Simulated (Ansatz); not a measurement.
Reaction (SMILES): [F][Al][F] → Al atom + 2 F atom
B3LYP-D3(BJ)/def2-TZVP geometries, fixed; electronic energies without zero-point terms.

Basis-set convergence of the atomisation energy at PBE with Ansatz (a quantum-chemistry and plane-wave program). Cartesian d functions, on some or all atoms, in 6-31G**, 6-311+G**; all else is spherical. The program fits the integrals of some runs and decomposes those of others, by size. Open shells are unrestricted. No added dispersion term, no relativity. Functions are those of the species that has most. Reference: the value in aug-cc-pV(5+d)Z, 274.47 kcal/mol, itself unsure by roughly 0.11 kcal/mol (its mean distance from pcseg-4, aug-pcseg-3, aug-cc-pV(Q+d)Z). Deviations are taken from unrounded values.

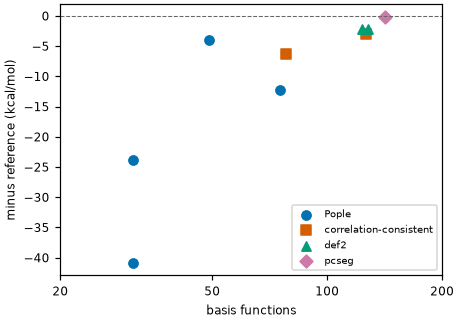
Deviation from the reference against the number of basis functions, by family of sets.

```
basis            functions  atomisation energy (kcal/mol)  minus reference (kcal/mol)
---------------  ---------  -----------------------------  --------------------------
3-21G                   31                         250.59                      -23.88
6-31G                   31                         233.57                      -40.91
6-31G**                 49                         270.46                       -4.01
6-311+G**               75                         262.25                      -12.23
aug-cc-pV(D+d)Z         78                         268.24                       -6.23
def2-TZVPD             123                         272.24                       -2.23
jun-cc-pV(T+d)Z        126                         271.56                       -2.92
def2-TZVPPD            128                         272.31                       -2.16
aug-pcseg-2            142                         274.35                       -0.12
```
